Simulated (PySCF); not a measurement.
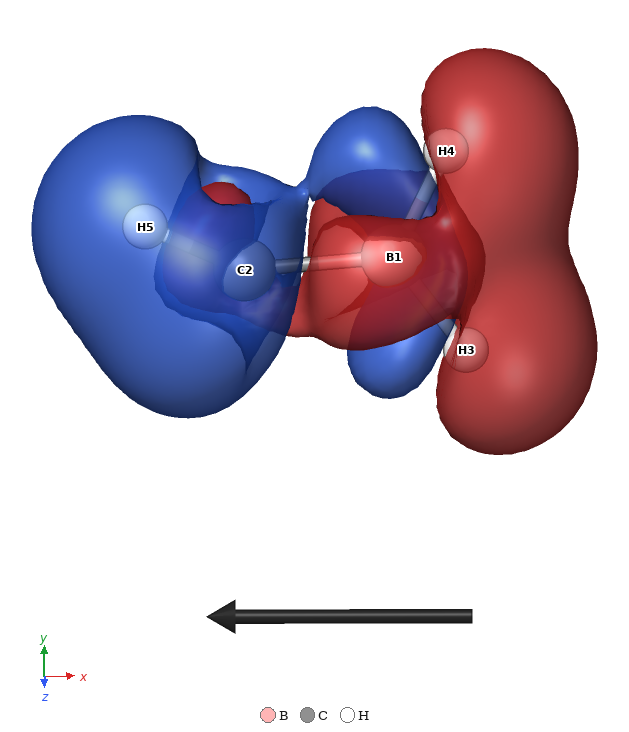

*CH$_{3}$B, triplet, SMILES `B[CH]`. Change of the electron density in a uniform field of 0.41 V/Å along −x (arrow), surfaces at ±0.0015 e/Å³ (red: gain, blue: loss).*

PySCF calculation, TPSS/def2-SVPD, gas phase; geometry: GFN2-xTB. No frequency check shows the geometry to be a minimum. The stability of the open-shell solution wasn't checked. This spin state may not be the molecule's ground state. GFN2-xTB doesn't know the spin state, so this open-shell geometry is rough.

Input

```python
import numpy as np
from pyscf import gto, scf, dft
from pyscf.scf import atom_ks, atom_hf
from scipy.linalg import block_diag

def solve(mol, dm0=None, hcore=None):
    mf = (dft.UKS if mol.spin else dft.RKS)(mol, xc='tpss')
    mf.grids.level = 3
    mf = mf.density_fit(auxbasis='def2-universal-jkfit')
    mf.conv_tol, mf.max_cycle = 1e-8, 80
    if hcore is not None:
        mf.get_hcore = lambda *args: hcore
    mf.kernel(dm0)
    if not mf.converged:
        mf = mf.newton().run(mf.mo_coeff, mf.mo_occ, max_cycle=30)
    assert mf.converged, 'SCF not converged'
    return mf

mol = gto.M(atom='''
B      0.71158     0.02288     0.00000
C     -0.74549    -0.10344     0.00000
H      1.41528    -0.91733     0.00000
H      1.21966     1.08946     0.00000
H     -1.71988     0.33409     0.00000
''', basis='def2-svpd', charge=0, spin=2, verbose=4)
field = np.array([-0.008, -0.0, -0.0])  # atomic units
mol.set_common_orig(mol.atom_charges() @ mol.atom_coords() / mol.atom_charges().sum())
mf = solve(mol)
out = dict(dm0=mf.make_rdm1(), d0=mf.dip_moment(unit='AU'), e0=mf.e_tot)
for name, sign in (('p', 1), ('m', -1)):
    h = mf.get_hcore() + sign * np.einsum('x,xij->ij', field, mol.intor('int1e_r'))
    mi = solve(mol, mf.make_rdm1(), h)
    out.update({'dm' + name: mi.make_rdm1(), 'd' + name: mi.dip_moment(unit='AU'), 'e' + name: mi.e_tot})
# spherically averaged free atoms, for the promolecule
atm = atom_ks.get_atm_nrks(mol, xc='tpss')
pro = block_diag(*[(atm[a[0]][2] * atm[a[0]][3]) @ atm[a[0]][2].T for a in mol._atom])
np.savez('result.npz', pro=pro, **out)
```

Command:

```sh
OMP_NUM_THREADS=1 python input.py
```

The run took 25 s on 1 thread of Arm Neoverse V1 (shared host), peak memory 0.3 GiB.

Partitions, critical points and surface values were worked out afterwards from this run's density.

Q: How large is the response?

A: The induced dipole is 0.75 D (along the field); α along this axis, from the fields in both directions, is 37 bohr³ (5.4 Å³).

Q: Which atoms gain and lose the most charge?

A: Electrons gather most on B1 (Hirshfeld charge changes by −0.016 e) and leave C2 most (+0.024 e); 0.064 electrons are displaced in all.
